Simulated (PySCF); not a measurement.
C$_{3}$H$_{6}$N$_{2}$Si (SMILES C/C=N\[SiH2]C#N)

Input file:

```
{"job": {"kind": "uv", "xc": "CAM-B3LYP", "basis": "def2-SVPD", "nstates": 8, "ntriplets": 3}, "charge": 0, "multiplicity": 1}
C      1.927829    -0.049300    -0.273686
C      0.994256     0.374184     0.807725
N     -0.233451     0.156809     0.892524
Si    -1.459454    -0.627254    -0.006305
C     -2.598501     0.794930    -0.420957
N     -3.313117     1.645552    -0.697566
H      2.379105     0.834412    -0.723299
H      1.410713    -0.623059    -1.037861
H      2.732685    -0.646139     0.153885
H      1.458264     0.944129     1.616883
H     -1.189285    -1.290543    -1.290790
H     -2.107847    -1.514407     0.953420
```

Run with:

```sh
OMP_NUM_THREADS=1 python probes_run.py task.json out
```

Geometry: GFN2-xTB.

All numbers below come from CAM-B3LYP/def2-SVPD, SCF density, gas phase (PySCF 2.14.0).

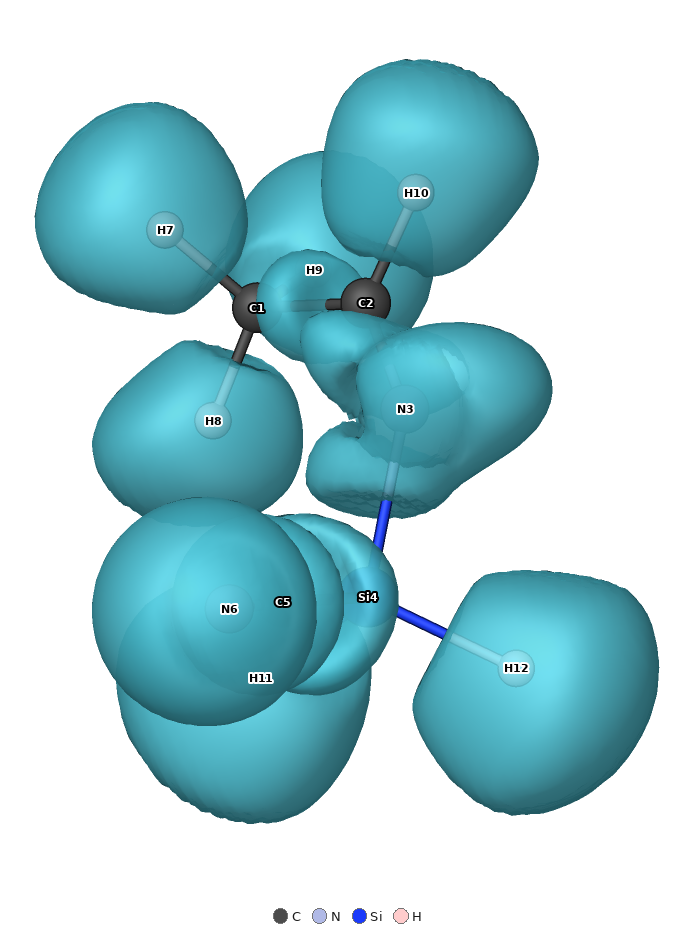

Figure 1. Isosurface of the electron localisation function at 0.75 (cyan), seen at an oblique angle. Only the valence region is drawn (cores and ρ < 0.01 e/Å³ removed).

### Describe the localisation domains.

The ELF exceeds this value in one region between bonded C–C atoms (shared pairs), one region between bonded C–N atoms (shared pairs), one region between bonded C–Si atoms (shared pairs), six regions around hydrogen nuclei, one region on N in which the atom's valence shell and bonds are merged and one lobe on N, pointing away from the bonds (lone pairs). Profiles from the grid: C–N (1.14 Å): the ELF peaks at about 0.85 between the atoms (a short, multiple covalent bond). C–C (1.49 Å): the ELF peaks at about 0.95 between the atoms (a shared electron pair).

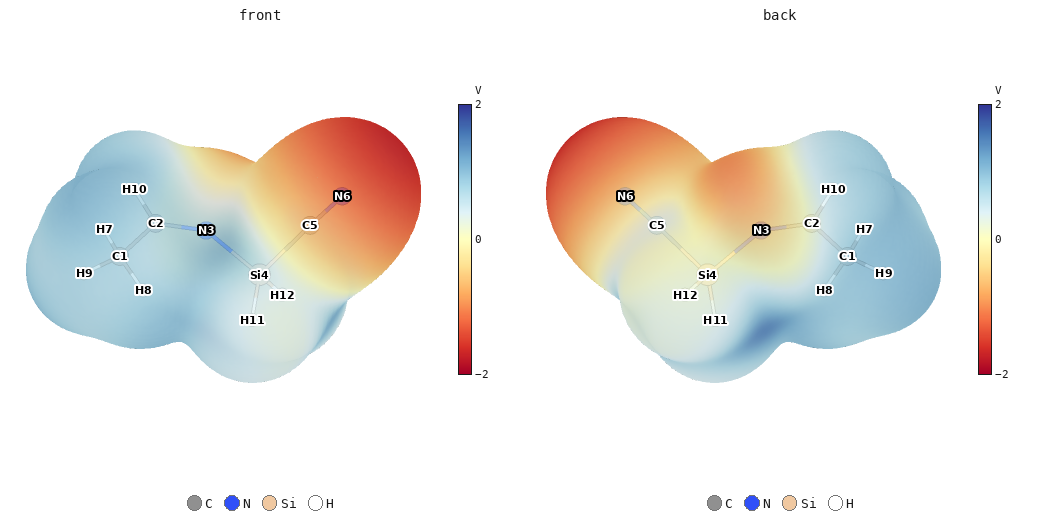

Figure 2. The molecular electrostatic potential painted on the density surface at 0.001 e/bohr³, seen from the front and from behind; red is negative and blue positive.

### Describe the electrostatic potential map.

The most negative region (about −1.7 V) lies over N6, the most positive (about +1.4 V) over Si4. N6 is the likeliest acceptor of a hydrogen bond.

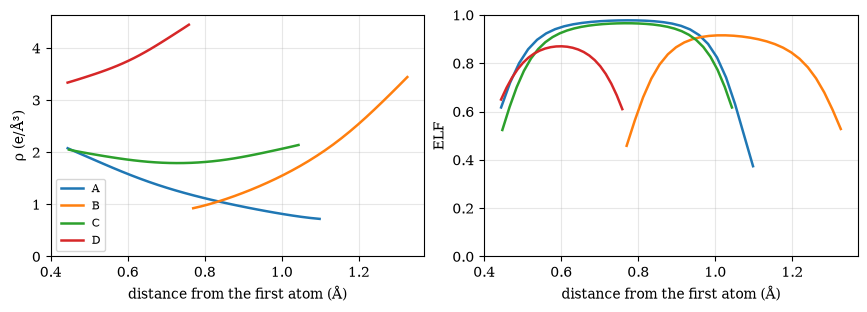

Figure 3. Total electron density and electron localisation function along straight lines between neighbouring atoms. The curves leave out the atomic cores.

### Which curve belongs to which contact (C–C, C–N, C–Si and Si–N)? The first atom named is at distance zero.

Curve A: C–Si (1.87 Å): the density is about 0.9 e/Å³ at the midpoint; the ELF peaks at about 1 between the atoms: a shared electron pair. Curve B: Si–N (1.71 Å): the density is about 1.1 e/Å³ at the midpoint; the ELF peaks at about 0.90 between the atoms: a polar covalent bond. Curve C: C–C (1.49 Å): ρ at the midpoint is about 1.8 e/Å³; the ELF peaks at about 0.95 between the atoms; a covalent bond. Curve D: C–N (1.14 Å): ρ is about 3.7 e/Å³ halfway; the ELF peaks at about 0.85 between the atoms: a short, multiple covalent bond.
